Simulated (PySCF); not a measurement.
# What a change does: excited-state calculation on GeCl$_{4}$

System: GeCl$_{4}$, SMILES [Cl][Ge]([Cl])([Cl])[Cl].
Method of run 1: TDDFT CAM-B3LYP/def2-TZVPD, vertical, gas phase, core orbitals frozen in the response (PySCF 2.14.0).

The geometry comes from this level: PBE0-D3(BJ)/def2-TZVP. Text and figures count atoms from 1; the logs count them from 0 in places.

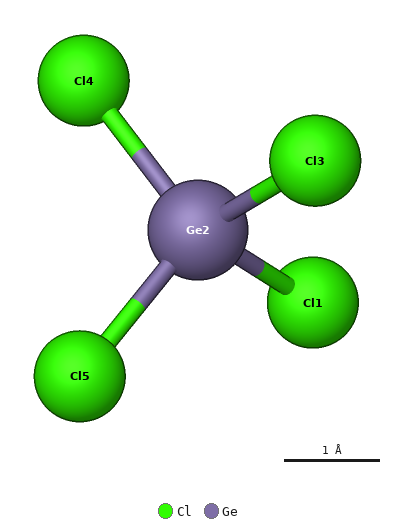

Fig. 1: The structure as given in the input (ball-and-stick view, seen at a tilt; atoms are numbered from 1 in the order of the input). Sticks mark near contacts. Bond lengths as drawn: Cl–Ge 2.12 Å.

Input file, run 1:
```
{"job": {"kind": "uv", "xc": "CAM-B3LYP", "basis": "def2-TZVPD", "nstates": 12, "ntriplets": 4}, "charge": 0, "multiplicity": 1}
Cl    -0.951470    -1.510717    -1.135502
Ge    -0.000116    -0.000127     0.000064
Cl     2.066535    -0.428409     0.148661
Cl    -0.266469     1.871425    -0.949343
Cl    -0.849540     0.069638     1.936580
```

The first line tells a small driver script what to run in PySCF; the rest is the geometry in Å.

Hardware: 4 threads of Intel Xeon (Sapphire Rapids), 64 GiB of memory available, shared host.

Output (run 1):
```
coarse grid: 32680 points
cycle   1  E = -3918.0755989474  dE =  3.161e-02  |g| = 9.499e-01  |ddm| = 2.039e+00
cycle   2  E = -3917.9885984557  dE =  8.700e-02  |g| = 1.282e+00  |ddm| = 1.350e+00
cycle   3  E = -3918.2131385622  dE = -2.245e-01  |g| = 3.693e-02  |ddm| = 7.538e-01
cycle   4  E = -3918.2133156648  dE = -1.771e-04  |g| = 1.651e-02  |ddm| = 2.996e-02
cycle   5  E = -3918.2133819769  dE = -6.631e-05  |g| = 4.638e-03  |ddm| = 1.622e-02
cycle   6  E = -3918.2133889068  dE = -6.930e-06  |g| = 9.254e-04  |ddm| = 4.424e-03
final grid: 60024 points
cycle   7  E = -3918.2133321971  dE = -2.066e-07  |g| = 6.168e-04  |ddm| = 1.597e-03
cycle   8  E = -3918.2133322231  dE = -2.599e-08  |g| = 4.740e-04  |ddm| = 9.492e-04
cycle   9  E = -3918.2133322593  dE = -3.620e-08  |g| = 1.039e-04  |ddm| = 4.222e-04
cycle  10  E = -3918.2133322612  dE = -1.874e-09  |g| = 1.589e-05  |ddm| = 6.240e-05
cycle  11  E = -3918.2133322613  dE = -1.310e-10  |g| = 8.265e-06  |ddm| = 2.705e-05
converged SCF energy = -3918.2133322613

Static polarisability (au): isotropic 83.308, principal 83.262 83.298 83.363

Singlet excitations
state   eV       nm        f      main configurations
  1   6.1996    200.0   0.00000   H->L 0.93
  2   6.2000    200.0   0.00000   H-1->L 0.82, H-2->L 0.11
  3   6.2009    199.9   0.00000   H-2->L 0.83, H-1->L 0.11
  4   6.8679    180.5   0.08442   H-3->L 0.90
  5   6.8701    180.5   0.08480   H-4->L 0.91
  6   6.8706    180.5   0.08484   H-5->L 0.90
  7   6.9518    178.3   0.00001   H-6->L 0.91
  8   6.9546    178.3   0.00001   H-7->L 0.91
  9   8.6582    143.2   0.00000   H->L+3 0.16, H-2->L+4 0.14, H-1->L+2 0.14
 10   8.6664    143.1   0.00000   H-10->L 0.30, H->L+2 0.19, H-1->L+3 0.15
 11   8.6682    143.0   0.00000   H-9->L 0.30, H-2->L+2 0.21, H-1->L+4 0.14
 12   8.6692    143.0   0.00000   H-8->L 0.30, H-2->L+3 0.19, H->L+4 0.17

Triplet excitations (Tamm-Dancoff, eV): 5.7675 5.7676 5.7687 6.1750
```

For run 2 the input was changed thus:
```diff
-"xc": "CAM-B3LYP"
+"xc": "PBE"
```

What does this change do to the results?

The total energies belong to different methods, so their difference says nothing on which is more stable or more accurate. The HOMO goes from −11.08 to −8.26 eV. The LUMO goes from −1.35 to −3.31 eV. The lowest excitation goes from 6.20 to 5.07 eV. The strongest computed line goes from 6.87 to 5.74 eV. The functional changes from CAM-B3LYP to PBE. Exact exchange removes part of the self-interaction error of semilocal functionals, which pushes filled and empty levels apart. The number of SCF iterations is the same. On the same kind of shared host run 2 took about 0.48 times as long.

Output (run 2):
```
coarse grid: 32680 points
cycle   1  E = -3916.8447132887  dE =  2.156e-02  |g| = 1.068e+00  |ddm| = 2.110e+00
cycle   2  E = -3916.4904091181  dE =  3.543e-01  |g| = 1.865e+00  |ddm| = 1.749e+00
cycle   3  E = -3916.9591075694  dE = -4.687e-01  |g| = 2.551e-01  |ddm| = 1.305e+00
cycle   4  E = -3916.9748884699  dE = -1.578e-02  |g| = 7.853e-02  |ddm| = 2.346e-01
cycle   5  E = -3916.9766067253  dE = -1.718e-03  |g| = 3.013e-03  |ddm| = 6.182e-02
cycle   6  E = -3916.9766082377  dE = -1.512e-06  |g| = 1.779e-03  |ddm| = 4.317e-03
final grid: 60024 points
cycle   7  E = -3916.9765392758  dE =  1.383e-07  |g| = 2.078e-03  |ddm| = 4.116e-03
cycle   8  E = -3916.9765383855  dE =  8.903e-07  |g| = 2.901e-03  |ddm| = 4.351e-03
cycle   9  E = -3916.9765399929  dE = -1.607e-06  |g| = 8.089e-04  |ddm| = 2.707e-03
cycle  10  E = -3916.9765401175  dE = -1.246e-07  |g| = 2.156e-05  |ddm| = 5.181e-04
cycle  11  E = -3916.9765401176  dE = -1.210e-10  |g| = 4.631e-06  |ddm| = 1.992e-05
converged SCF energy = -3916.9765401176

Static polarisability (au): isotropic 87.278, principal 87.229 87.267 87.337

Singlet excitations
state   eV       nm        f      main configurations
  1   5.0746    244.3   0.00000   H->L 1.00
  2   5.0757    244.3   0.00000   H-1->L 0.98
  3   5.0765    244.2   0.00000   H-2->L 0.98
  4   5.7389    216.0   0.04225   H-3->L 0.96
  5   5.7404    216.0   0.04242   H-4->L 0.96
  6   5.7407    216.0   0.04240   H-5->L 0.95
  7   5.7864    214.3   0.00000   H-6->L 1.00
  8   5.7891    214.2   0.00000   H-7->L 1.00
  9   7.4259    167.0   0.00000   H->L+2 0.30, H-1->L+1 0.28, H-2->L+3 0.25
 10   7.4889    165.6   0.00000   H->L+2 0.47, H-1->L+1 0.46
 11   7.4916    165.5   0.00000   H->L+1 0.50, H-1->L+2 0.44
 12   7.4931    165.5   0.00002   H-2->L+1 0.48, H-1->L+3 0.34, H->L+3 0.11

Triplet excitations (Tamm-Dancoff, eV): 4.7880 4.7888 4.7897 5.2815
```

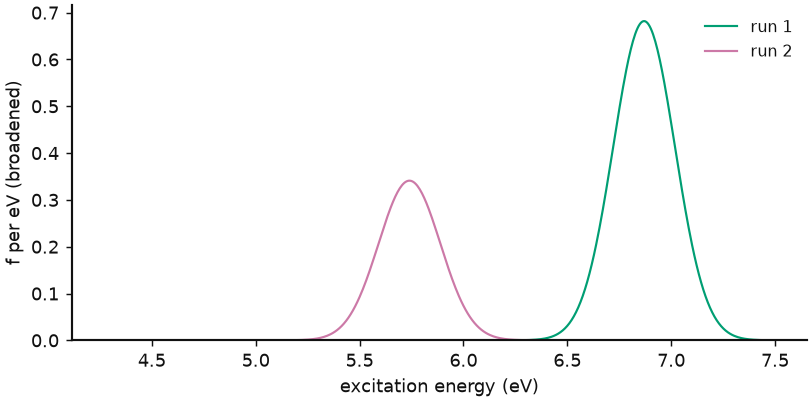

Fig. 2: Absorption of the two runs from their computed states, each broadened by a Gaussian of 0.35 eV full width; the range ends where the shorter list of states ends.

The two runs side by side:

```csv
quantity,run 1,run 2
outcome,converged,converged
total energy (hartree),−3918.213332,−3916.976540
HOMO (eV),−11.08,−8.26
LUMO (eV),−1.35,−3.31
dipole moment (D),0.00,0.00
lowest excitation (eV),6.20,5.07
SCF iterations,11,11
strongest computed line (eV),6.87,5.74
basis functions,238,238
wall time (shared host),40 s,19 s
```

For both runs: Spin–orbit coupling is left out, which matters for the heavy atoms.
